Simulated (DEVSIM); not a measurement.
System: Cr/SiO2/n-Si capacitor, at 300 K.

```
layer (left to right)  material  thickness (nm)  Nd (cm⁻³)
---------------------  --------  --------------  ---------
1                          SiO2            44.0          -
2                            Si            2500     5.1e16
```

Metal gate on the left, work function 4.5 eV. Fixed charge at the semiconductor interface 0 cm⁻² (in units of +e); interface traps 3e11 cm⁻² eV⁻¹, uniform in energy, neutral level at 0.7 of the gap above the valence band.

This is a model device: material constants are rounded textbook-type values typed into the input, and sizes, dopings and lifetimes were drawn at random. Values at 300 K.

```csv
parameter,SiO2,Si
gap (eV),9,1.124
affinity (eV),0.9,4.05
permittivity,3.9,11.7
Nc (cm⁻³),-,2.86e19
Nv (cm⁻³),-,3.1e19
```

Model (solved in DEVSIM): 1D Poisson equation in equilibrium, Boltzmann statistics, complete ionisation; no quantum confinement or tunnelling. Metal contacts follow the ideal Schottky-Mott rule: no Fermi-level pinning, no interface dipoles.

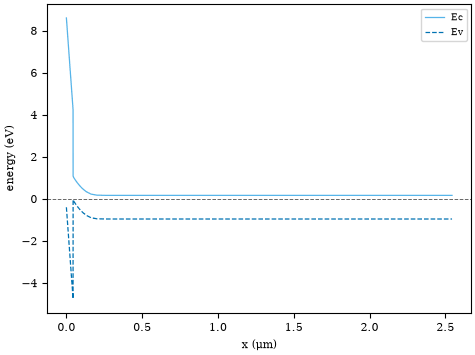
Figure. Band edges at -5.0 V on the gate

Energies count from the Fermi level of the right contact; mesh points crowd at the junctions.

```json
[
 {"x (μm)": "0.000", "Ec (eV)": "8.600", "Ev (eV)": "-0.400", "n (cm⁻³)": "< 1e2", "p (cm⁻³)": "< 1e2", "field (V/cm)": "-990000"},
 {"x (μm)": "0.001598", "Ec (eV)": "8.442", "Ev (eV)": "-0.558", "n (cm⁻³)": "< 1e2", "p (cm⁻³)": "< 1e2", "field (V/cm)": "-990000"},
 {"x (μm)": "0.005279", "Ec (eV)": "8.077", "Ev (eV)": "-0.923", "n (cm⁻³)": "< 1e2", "p (cm⁻³)": "< 1e2", "field (V/cm)": "-990000"},
 {"x (μm)": "0.01376", "Ec (eV)": "7.237", "Ev (eV)": "-1.763", "n (cm⁻³)": "< 1e2", "p (cm⁻³)": "< 1e2", "field (V/cm)": "-990000"},
 {"x (μm)": "0.03339", "Ec (eV)": "5.293", "Ev (eV)": "-3.707", "n (cm⁻³)": "< 1e2", "p (cm⁻³)": "< 1e2", "field (V/cm)": "-990000"},
 {"x (μm)": "0.04009", "Ec (eV)": "4.629", "Ev (eV)": "-4.371", "n (cm⁻³)": "< 1e2", "p (cm⁻³)": "< 1e2", "field (V/cm)": "-990000"},
 {"x (μm)": "0.04299", "Ec (eV)": "4.341", "Ev (eV)": "-4.659", "n (cm⁻³)": "< 1e2", "p (cm⁻³)": "< 1e2", "field (V/cm)": "-990000"},
 {"x (μm)": "0.04477", "Ec (eV)": "1.073", "Ev (eV)": "-0.051", "n (cm⁻³)": "< 1e2", "p (cm⁻³)": "4.2e18", "field (V/cm)": "-220000"},
 {"x (μm)": "0.04749", "Ec (eV)": "1.027", "Ev (eV)": "-0.097", "n (cm⁻³)": "160", "p (cm⁻³)": "7.3e17", "field (V/cm)": "-140000"},
 {"x (μm)": "0.05407", "Ec (eV)": "0.949", "Ev (eV)": "-0.175", "n (cm⁻³)": "3300", "p (cm⁻³)": "3.5e16", "field (V/cm)": "-110000"},
 {"x (μm)": "0.06993", "Ec (eV)": "0.785", "Ev (eV)": "-0.339", "n (cm⁻³)": "1900000", "p (cm⁻³)": "6.2e13", "field (V/cm)": "-97000"},
 {"x (μm)": "0.1315", "Ec (eV)": "0.338", "Ev (eV)": "-0.786", "n (cm⁻³)": "6.1e13", "p (cm⁻³)": "1900000", "field (V/cm)": "-48000"},
 {"x (μm)": "0.2567", "Ec (eV)": "0.164", "Ev (eV)": "-0.960", "n (cm⁻³)": "5.0e16", "p (cm⁻³)": "2300", "field (V/cm)": "-280"},
 {"x (μm)": "0.5587", "Ec (eV)": "0.164", "Ev (eV)": "-0.960", "n (cm⁻³)": "5.1e16", "p (cm⁻³)": "2300", "field (V/cm)": "≈ 0"},
 {"x (μm)": "1.591", "Ec (eV)": "0.164", "Ev (eV)": "-0.960", "n (cm⁻³)": "5.1e16", "p (cm⁻³)": "2300", "field (V/cm)": "≈ 0"},
 {"x (μm)": "2.150", "Ec (eV)": "0.164", "Ev (eV)": "-0.960", "n (cm⁻³)": "5.1e16", "p (cm⁻³)": "2300", "field (V/cm)": "≈ 0"},
 {"x (μm)": "2.381", "Ec (eV)": "0.164", "Ev (eV)": "-0.960", "n (cm⁻³)": "5.1e16", "p (cm⁻³)": "2300", "field (V/cm)": "≈ 0"},
 {"x (μm)": "2.477", "Ec (eV)": "0.164", "Ev (eV)": "-0.960", "n (cm⁻³)": "5.1e16", "p (cm⁻³)": "2300", "field (V/cm)": "≈ 0"},
 {"x (μm)": "2.524", "Ec (eV)": "0.164", "Ev (eV)": "-0.960", "n (cm⁻³)": "5.1e16", "p (cm⁻³)": "2300", "field (V/cm)": "≈ 0"},
 {"x (μm)": "2.536", "Ec (eV)": "0.164", "Ev (eV)": "-0.960", "n (cm⁻³)": "5.1e16", "p (cm⁻³)": "2300", "field (V/cm)": "≈ 0"},
 {"x (μm)": "2.542", "Ec (eV)": "0.164", "Ev (eV)": "-0.960", "n (cm⁻³)": "5.1e16", "p (cm⁻³)": "2300", "field (V/cm)": "≈ 0"},
 {"x (μm)": "2.544", "Ec (eV)": "0.164", "Ev (eV)": "-0.960", "n (cm⁻³)": "5.1e16", "p (cm⁻³)": "2300", "field (V/cm)": "≈ 0"}
]
```
